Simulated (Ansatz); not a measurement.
**Al (P6_3/mmc): all-electron equation of state from a Python script**

Where is the equilibrium volume of Al (P6_3/mmc) with all electrons, and how stiff is it? Wanted for Al (P6_3/mmc): an all-electron equation of state.

This is Al in the hcp structure; at room conditions it is fcc.

Computed with the Python package of Ansatz 0.2.0. Level of theory: DFT PBEsol, all-electron LAPW.

## Step 1: The system

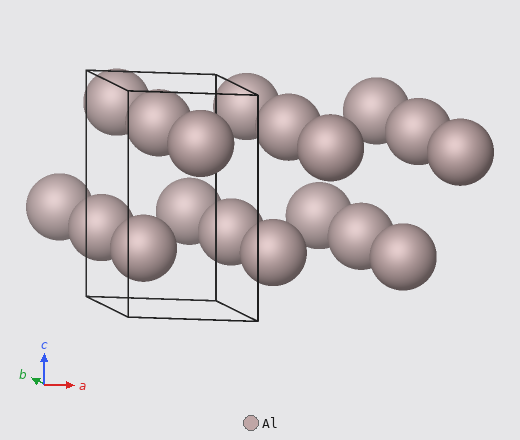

The structure that the script starts from, seen slightly off an axis (aluminium light grey). 3×3×1 cells are drawn. Atoms on cell faces are repeated.

No structure file is read: the coordinates are typed or built in the script.

## Step 2: The code

Contents of run_eos_lapw.py:

```python
"""E(V) of Al on LAPW."""

import warnings

import ansatz as az
from ase.eos import EquationOfState
from ase.units import GPa
import numpy as np

vectors0 = np.array([
    [2.812455, 0.0, 0.0],
    [-1.406228, 2.435658, 0.0],
    [0.0, 0.0, 4.86685],
])
sites = [
    ("Al", (2 / 3, 1 / 3, 0.75)),
    ("Al", (1 / 3, 2 / 3, 0.25)),
]


def build(cell):
    crystal = az.Crystal(lattice=az.Lattice.of(cell))
    for symbol, position in sites:
        crystal = crystal.atom(symbol, position)
    return crystal


def main() -> None:
    warnings.simplefilter("ignore", az.DeckWarning)

    volumes, energies = [], []
    for scale in np.linspace(0.92, 1.08, 5):
        cell = vectors0 * scale ** (1 / 3)
        model = (
            build(cell).calculation()
            .functional("pbesol")
            .occupations("fermi_dirac", width=0.1)
            .kpoints(12, 12, 6)
            .pseudopotentials("all_electron", lapw=True)
        )
        report = model.run().report
        volumes.append(abs(np.linalg.det(cell)) / len(sites))
        energies.append(report["free_energy_ev"] / len(sites))
        print(f"{scale:.3f} {volumes[-1]:9.4f} A^3/atom {energies[-1]:16.5f} eV/atom  (estimated basis error {1000 * report['lapw_basis_errors']['total_ev_per_atom']:.2f} meV/atom)")
    v0, e0, bulk = EquationOfState(volumes, energies, eos="birchmurnaghan").fit()
    print(f"V0 = {v0:.4f} A^3/atom, B0 = {bulk / GPa:.1f} GPa")


if __name__ == "__main__":
    main()
```

## Step 3: The input behind the calls

The package turns the script's settings into the engine's input (first run):

```yaml
crystal:
  lattice:
    - [2.7353623072433524, 0.0, 0.0]
    - [-1.3676816399160894, 2.3688937552905664, 0.0]
    - [0.0, 0.0, 4.73344392888324]
  atoms:
    - { symbol: Al, position: [0.6666666666666666, 0.3333333333333333, 0.75] }
    - { symbol: Al, position: [0.3333333333333333, 0.6666666666666666, 0.25] }
kpoints:
  mp_grid:
    grid: [12, 12, 6]
hamiltonian:
  xc: pbesol
  pseudopotentials:
    kind: all_electron
    lapw: {}
scf:
  occupations:
    method: fermi_dirac
    width: 0.1
```

## Step 4: The run

Started as:

```console
python run_eos_lapw.py
```

Output:

```text
0.920   15.3358 A^3/atom      -6594.52643 eV/atom  (estimated basis error 0.08 meV/atom)
0.960   16.0026 A^3/atom      -6594.54162 eV/atom  (estimated basis error 0.08 meV/atom)
1.000   16.6694 A^3/atom      -6594.54175 eV/atom  (estimated basis error 0.08 meV/atom)
1.040   17.3362 A^3/atom      -6594.52991 eV/atom  (estimated basis error 0.08 meV/atom)
1.080   18.0029 A^3/atom      -6594.50861 eV/atom  (estimated basis error 0.08 meV/atom)
V0 = 16.3356 A^3/atom, B0 = 78.6 GPa
```

It took 23 s on 1 thread of Arm Neoverse V1, shared host; peak memory 0.34 GiB.

## Step 5: What changed from run to run

The engine's inputs for some of the other runs:

Run 2, against run 1:

```diff
@@ -3,3 +3,3 @@
-    - [2.7353623072433524, 0.0, 0.0]
-    - [-1.3676816399160894, 2.3688937552905664, 0.0]
-    - [0.0, 0.0, 4.73344392888324]
+    - [2.774444191804441, 0.0, 0.0]
+    - [-1.3872225891446355, 2.402739667415842, 0.0]
+    - [0.0, 0.0, 4.8010736935821]
```

Run 3, against run 1:

```diff
@@ -3,3 +3,3 @@
-    - [2.7353623072433524, 0.0, 0.0]
-    - [-1.3676816399160894, 2.3688937552905664, 0.0]
-    - [0.0, 0.0, 4.73344392888324]
+    - [2.812455, 0.0, 0.0]
+    - [-1.406228, 2.435658, 0.0]
+    - [0.0, 0.0, 4.86685]
```

Run 4, against run 1:

```diff
@@ -3,3 +3,3 @@
-    - [2.7353623072433524, 0.0, 0.0]
-    - [-1.3676816399160894, 2.3688937552905664, 0.0]
-    - [0.0, 0.0, 4.73344392888324]
+    - [2.8494652310710764, 0.0, 0.0]
+    - [-1.4247331221152402, 2.4677098071898453, 0.0]
+    - [0.0, 0.0, 4.93089484448223]
```

## Step 6: The runs side by side

From the records of these 5 runs:

```tsv
run	volume (Å³/atom)	energy from run 3 (meV/atom)	SCF cycles	CPU time (s)
1	15.336	15.32	5	4.3
2	16.003	0.14	5	4.3
3	16.669	0.00	5	4.3
4	17.336	11.84	5	4.2
5	18.003	33.14	5	4.1
```

Energies are free energies F = E - TS of the smeared occupations. 

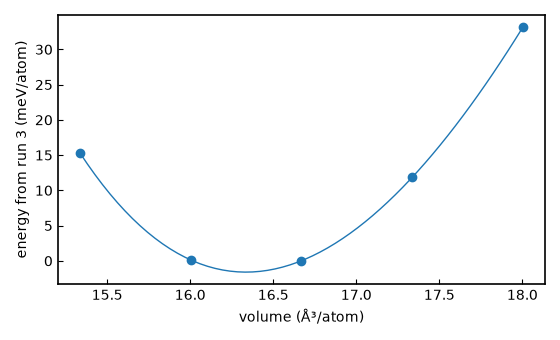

Energy against volume; the line is a third-order Birch-Murnaghan fit.

## Step 7: Summary of results

| quantity | value |
| --- | --- |
| runs compared | 5 |
| range of energy | 33.14 meV/atom |
| lowest point, volume (Å³/atom) | 16.669 |
| equilibrium volume (fit) | 16.34 Å³/atom |
| bulk modulus (fit) | 79 GPa |

A third-order Birch-Murnaghan fit through the 5 points has its minimum at 16.34 Å³ an atom, 2.0 % below the typed cell, with a bulk modulus of 79 GPa and dB/dP = 4.7. From that minimum the energy rises by 16.9 meV an atom on the compressed side and 34.7 meV on the expanded side. Reading the output:
- All-electron totals depend on functional, relativistic treatment and basis; only differences at equal settings carry meaning.
- Shape and fractional positions are held along the curve, so the bulk modulus is an upper value where they are free to relax, by a factor of two or more in layered or hydrogen-bonded cells.
- For a metal this k-point mesh is coarse: on a finer one energies can move by several to tens of meV an atom and pressures by half a GPa or more, differences at one mesh by less.
- This isn't the structure that Al takes at ambient conditions. Whether this is the phase that is stable at ambient conditions was not tested.
